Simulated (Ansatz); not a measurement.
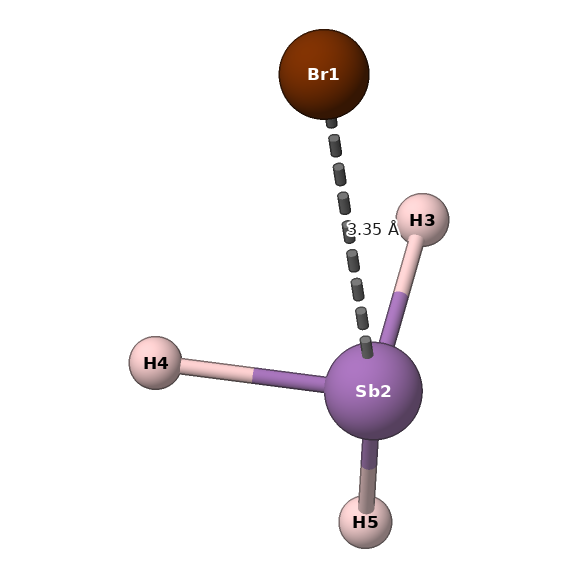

Two molecules or ions; the broken line marks their closest contact (measured against van der Waals radii). The species has charge −1 and is a spin singlet. Geometry: a pair of rigid molecules at a changed separation. Program: Ansatz 0.2.0.

Question: Which two species are they?

Answer: Br and SbH3 (`[Br-].[SbH3]`).

Give the counterpoise-corrected interaction energy (kcal/mol, monomers kept as in the pair) with RHF-CCSD(T) (frozen core)/def2-TZVPPD; ωB97M-V/def2-TZVPPD.

```tsv
level	interaction energy (kcal/mol)
RHF-CCSD(T) (frozen core)/def2-TZVPPD	−10.0
ωB97M-V/def2-TZVPPD	−11.5
```
